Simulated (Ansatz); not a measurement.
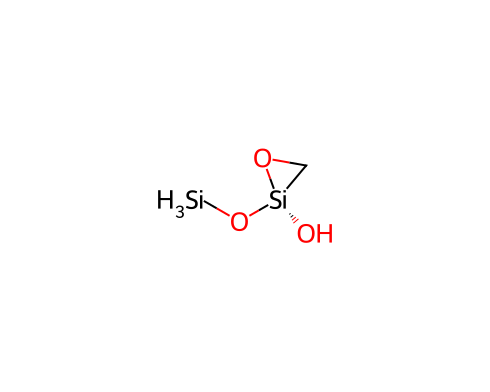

Computed geometry: PBE0-D4/def2-TZVP optimisation. No frequency run is at hand to confirm it as a minimum. Level of theory: RKS r2SCAN-D4/def2-TZVPP (Ansatz 0.2.0).

What is the dispersion correction?

Answer. −7.0 kJ/mol.

Estimate the HOMO–LUMO gap.

Answer. 5.84 eV.

Estimate the HOMO energy (Kohn–Sham orbital).

Answer. −6.45 eV.

What is the dipole moment?

Answer. 1.27 D.
